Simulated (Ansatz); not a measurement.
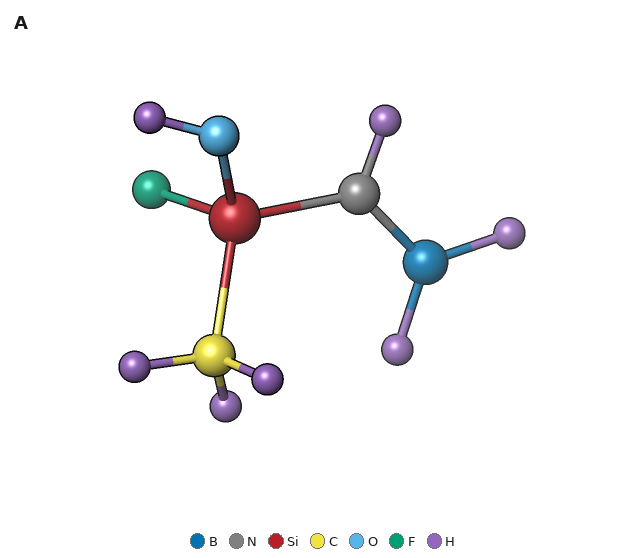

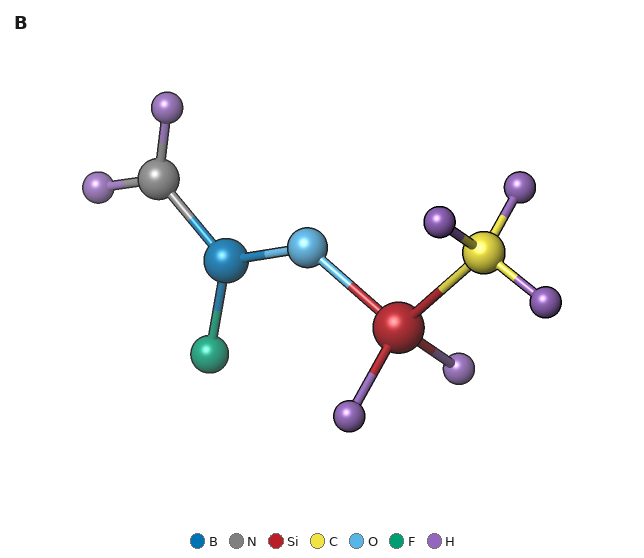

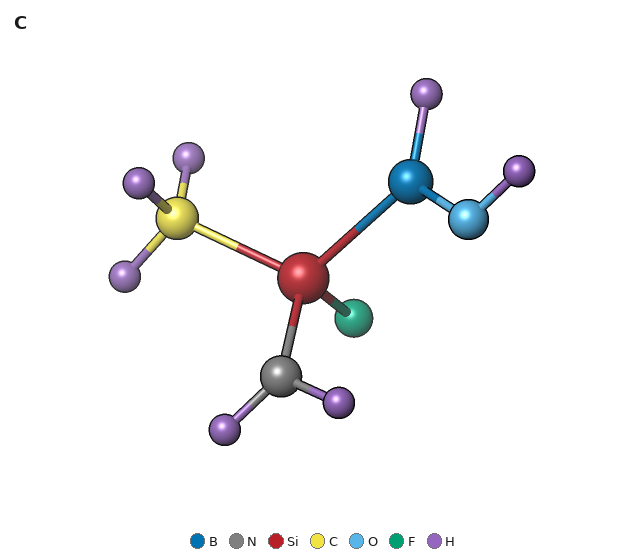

3 stationary structures of one formula. Geometries: PBE0-D4/def2-TZVP. Electronic energies: CCSD(T)/CBS (MP2 limit from def2-TZVPP and def2-QZVPP plus CCSD(T) − MP2) (Ansatz 0.2.0), without zero-point energy. No frequency run is at hand to confirm each as a minimum. Each is one conformer, not always the lowest.

**Which is lowest in energy, and by how much?**

B is lowest; A lies 6.4 kcal/mol above it, C lies 40.8 kcal/mol above it. A is `BN[Si@@](C)(O)F`, B is `C[SiH2]OB(N)F`, C is `C[Si@@](N)(F)BO`.
